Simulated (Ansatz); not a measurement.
# B3LYP/cc-pVDZ run of SiCl4 (silicon tetrachloride)

Aim: the electronic atomisation energy of SiCl4 (silicon tetrachloride) at B3LYP/cc-pVDZ, from 3 runs. 

The results are computed with Ansatz 0.2.0.

43 further runs of the same task are left out: 3 that didn't finish, 40 set aside as unsound or not needed.

### 1 The structure to begin with

The species is SiCl4 (5 atoms), meant as a singlet with charge 0. SMILES: `Cl[Si](Cl)(Cl)Cl`. The shape is that of a PBE0-D4/def2-TZVP optimisation.

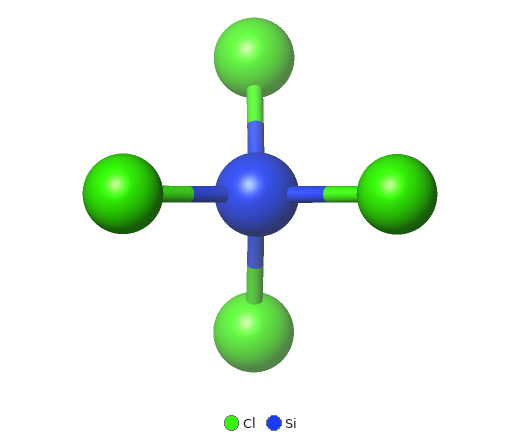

Viewed from a chosen angle; chlorine green, silicon blue.

### 2 The energy at B3LYP/cc-pVDZ

The input, run.yaml:

```yaml
basis:
  gaussian:
    orbitals: cc-pVDZ
crystal:
  periodic: [false, false, false]
  atoms:
    - {symbol: Cl, position_ang: [-0.962600, -0.087600, 1.762300]}
    - {symbol: Si, position_ang: [0.010000, -0.014700, -0.008300]}
    - {symbol: Cl, position_ang: [1.655400, -1.185900, 0.078100]}
    - {symbol: Cl, position_ang: [-1.212100, -0.676900, -1.476100]}
    - {symbol: Cl, position_ang: [0.559300, 1.891400, -0.397500]}
output: {orbitals: {seedname: orbitals}}
accuracy: high
hamiltonian:
  xc: {name: B3LYP}
```

Launch:

```sh
ansatz run run.yaml --threads 1 --pin off --max-ram 3480MiB --events-out events.jsonl --progress --plain --runs-dir runs
```

What it wrote:

```text
Warning: RAYON_NUM_THREADS=1 ignored (pool sized by the plan → 1); use --threads N
Functional definition: B3LYP
  name "B3LYP"
  parameter a0 = 0.2
  parameter ax = 0.72
  parameter ac = 0.81
  exchange = (1 - a0 - ax)*slater_x + ax*b88_x + a0*exact_x
  correlation = (1 - ac)*vwn_rpa_c + ac*lyp_c
2011 factors; integrals over basis functions are off by at most 3.0e-9 eV
mean field evaluation 1: about -57974.7237 eV, gradient 1.9e1 eV
mean field evaluation 2: about -57974.4494 eV, gradient 2.2e1 eV
mean field evaluation 4: about -57975.6340 eV, gradient 1.8e-1 eV
mean field evaluation 8: about -57975.7791 eV, gradient 1.1e-2 eV
mean field evaluation 16: about -57975.7791 eV, gradient 5.0e-7 eV
mean field -57975.77908839 eV, -2130.5705841037 hartree, gradient 5.5e-8 eV, S^2 0.000000; 0 other end points of the search recorded, 0 dependent functions left out
reference -57975.77912842 eV, -2130.5705855750 hartree; 41, 41 occupied and 49, 49 virtual orbitals, 2011 factors
Total energy: -57975.77912842 eV, -2130.5705855750 hartree
```

Run time: 6 s. Hardware: 1 thread of Intel Xeon 6975P-C (Granite Rapids), shared host; peak memory 0.39 GiB.

### 3 The Cl atom at the same level

The input, job.yaml:

```yaml
crystal:
  periodic: [false, false, false]
  atoms:
    - {symbol: Cl, position_ang: [0.000000, 0.000000, 0.000000]}
basis:
  gaussian:
    orbitals: cc-pVDZ
magnetization:
  spin_polarized: true
  initial_magnetization: 1
hamiltonian:
  xc: {name: B3LYP}
accuracy: high
```

Launch:

```sh
ansatz run job.yaml --threads 1 --pin off --max-ram 3480MiB --events-out events.jsonl --progress --plain --runs-dir runs
```

What it wrote (excerpt; [...] marks lines left out):

```text
Warning: RAYON_NUM_THREADS=1 ignored (pool sized by the plan → 1); use --threads N
[... 7 set-up lines as earlier in the session ...]
141 factors; integrals over basis functions are off by at most 3.0e-9 eV
mean field evaluation 1: about -12521.4902 eV, gradient 3.0e0 eV
mean field evaluation 2: about -12521.5420 eV, gradient 1.1e0 eV
mean field evaluation 4: about -12521.5490 eV, gradient 3.5e-1 eV
mean field evaluation 8: about -12521.5497 eV, gradient 1.3e-4 eV
mean field evaluation 16: about -12521.5497 eV, gradient 3.3e-9 eV
mean field -12521.54968081 eV, -460.1584633586 hartree, gradient 3.3e-9 eV, S^2 0.751824; 0 other end points of the search recorded, 0 dependent functions left out
reference -12521.54970315 eV, -460.1584641797 hartree; 9, 8 occupied and 9, 10 virtual orbitals, 141 factors
Total energy: -12521.54970315 eV, -460.1584641797 hartree
```

Wall time 0.4 s (1 thread of Intel Xeon 6975P-C (Granite Rapids), shared host).

### 4 The Si atom, same level

The input, molecule.yaml:

```yaml
crystal:
  periodic: [false, false, false]
  atoms:
    - {symbol: Si, position_ang: [0.000000, 0.000000, 0.000000]}
basis:
  gaussian: {orbitals: cc-pVDZ}
magnetization: {spin_polarized: true, initial_magnetization: 2}
hamiltonian: {xc: {name: B3LYP}}
accuracy: high
```

Run the same way, it converges to -289.38865 Eh (log not shown).

### 5 What came out

Level: B3LYP/cc-pVDZ.

```
                     quantity           value
       molecule: total energy  -2130.57059 Eh
        molecule: HOMO energy        -9.15 eV
        molecule: LUMO energy        -0.73 eV
      molecule: HOMO–LUMO gap         8.41 eV
        Cl atom: total energy   -460.15846 Eh
                Cl atom: ⟨S²⟩           0.752
        Si atom: total energy   -289.38865 Eh
                Si atom: ⟨S²⟩           2.003
electronic atomisation energy       14.914 eV
```

In words: Taking the molecule apart into free atoms costs 14.91 eV (1439 kJ/mol), before zero-point energy and without spin-orbit coupling.
